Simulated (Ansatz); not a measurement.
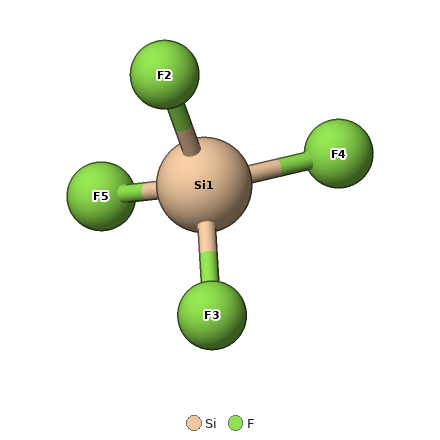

The system is SiF4; the picture shows the reference structure. The first coordinate is: bond length Si1–F4; the second: angle F4–Si1–F2. Nothing is relaxed (all other coordinates rigid). The scan uses a 15 × 15 grid. Points are written as (first, second). Energies: kJ/mol, counted from the lowest grid point. All numbers below come from RKS PBE0-D4/def2-SVP in Ansatz.

Its coordinates:

```csv
atom,x (Å),y (Å),z (Å)
Si,0.0000,0.0000,0.0000
F,0.0104,-0.0177,1.5860
F,1.4919,0.0103,-0.5385
F,-0.7549,1.2987,-0.5093
F,-0.7474,-1.2913,-0.5383
```

Range: bond length Si1–F4 from 1.364 to 2.221 Å; angle F4–Si1–F2 from 64.5 to 154.5°.

Question: What will the energy surface look like?

Answer: The lowest grid point is at (1.609 Å, 109.5°). No other kind of well shows on this grid. The highest grid point, (1.364 Å, 64.5°), lies 717 kJ/mol above the lowest. Round the minimum the two coordinates are nearly uncoupled.

| angle F4–Si1–F2 ↓, bond length Si1–F4 → | 1.364 | 1.425 | 1.486 | 1.548 | 1.609 | 1.670 | 1.731 | 1.792 | 1.853 | 1.915 | 1.976 | 2.037 | 2.098 | 2.159 | 2.221 |
| --- | --- | --- | --- | --- | --- | --- | --- | --- | --- | --- | --- | --- | --- | --- | --- |
| 154.5 | 414 | 319 | 258 | 222 | 206 | 204 | 212 | 227 | 248 | 272 | 298 | 325 | 353 | 381 | 409 |
| 148.0 | 337 | 247 | 191 | 160 | 148 | 150 | 162 | 180 | 204 | 231 | 260 | 290 | 320 | 350 | 380 |
| 141.6 | 277 | 191 | 138 | 111 | 102 | 107 | 121 | 143 | 169 | 198 | 229 | 261 | 293 | 324 | 356 |
| 135.2 | 230 | 146 | 97 | 72 | 65 | 73 | 89 | 112 | 140 | 171 | 204 | 237 | 270 | 303 | 336 |
| 128.8 | 194 | 112 | 65 | 42 | 37 | 46 | 64 | 89 | 118 | 151 | 184 | 218 | 253 | 286 | 320 |
| 122.3 | 168 | 88 | 41 | 20 | 17 | 27 | 46 | 72 | 102 | 135 | 170 | 205 | 240 | 274 | 308 |
| 115.9 | 152 | 73 | 27 | 7 | 4 | 15 | 35 | 61 | 92 | 126 | 161 | 196 | 232 | 267 | 301 |
| 109.5 | 147 | 68 | 23 | 2 | 0 | 11 | 31 | 58 | 89 | 123 | 158 | 194 | 229 | 264 | 299 |
| 103.0 | 153 | 73 | 28 | 7 | 5 | 15 | 35 | 62 | 92 | 126 | 161 | 197 | 232 | 267 | 301 |
| 96.6 | 171 | 91 | 44 | 22 | 19 | 29 | 48 | 74 | 104 | 137 | 171 | 206 | 241 | 275 | 309 |
| 90.2 | 205 | 123 | 75 | 51 | 46 | 54 | 71 | 95 | 124 | 156 | 189 | 223 | 257 | 290 | 323 |
| 83.8 | 261 | 175 | 123 | 96 | 88 | 93 | 108 | 129 | 156 | 185 | 216 | 248 | 280 | 312 | 344 |
| 77.3 | 352 | 259 | 202 | 169 | 155 | 155 | 165 | 182 | 204 | 230 | 257 | 286 | 315 | 344 | 373 |
| 70.9 | 492 | 391 | 324 | 281 | 259 | 250 | 252 | 261 | 276 | 295 | 317 | 340 | 364 | 389 | 414 |
| 64.5 | 717 | 602 | 521 | 464 | 426 | 403 | 391 | 387 | 390 | 397 | 408 | 422 | 438 | 456 | 474 |

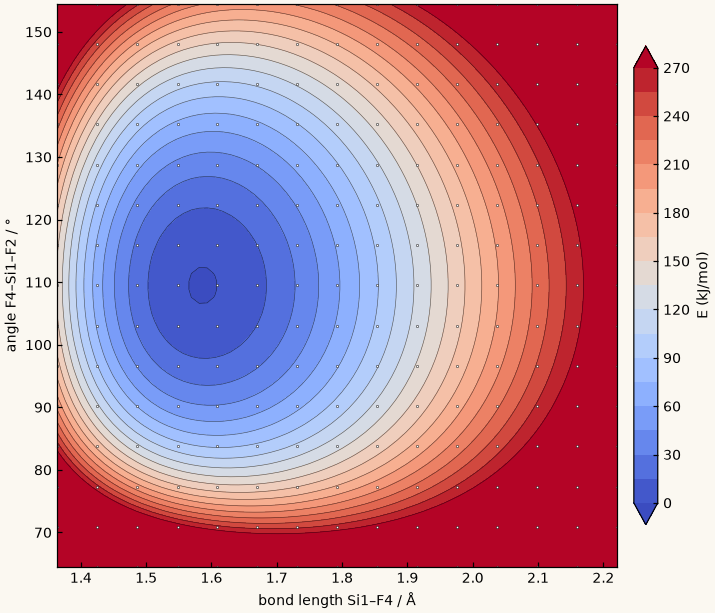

Drawn: filled contours, dots at the grid points, one colour for all values above the top of the scale. Between grid points the surface is interpolated.

Each point was launched as `ansatz run input.yaml --threads 1 --pin off --max-ram 2560MiB --backend cpu --events-out ev --progress --plain --runs-dir out`. The whole map (225 points run) took 8.9 min on 1 thread of Intel(R) Xeon(R) Platinum 8259CL CPU @ 2.50GHz (Skylake/Cascade Lake), on a shared host.
